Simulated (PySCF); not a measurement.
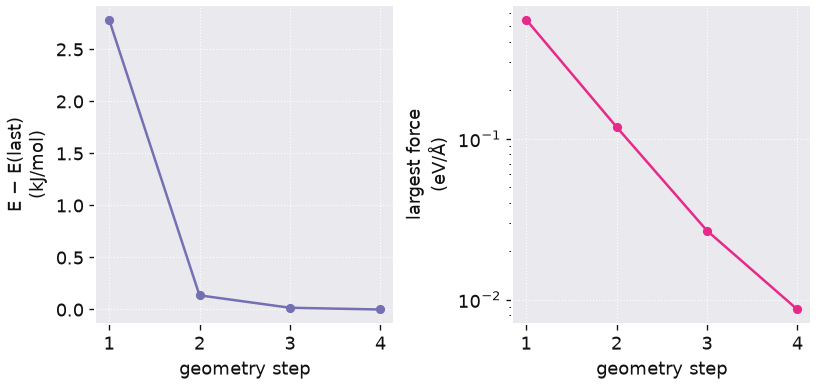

History of a geometry optimisation.

System: 2-Propanamine (SMILES CC(C)N).
Method: PBE0-D3(BJ)/def2-SVP, geometry optimisation in PySCF.

How did the optimisation end?

Answer. The optimisation met its thresholds at geometry 4, counting the start as the first. The energy fell by about 2.8 kJ/mol from the first step to the last. The largest force goes from about 0.55 eV/Å at the start to 9 × 10⁻³ eV/Å at the end.
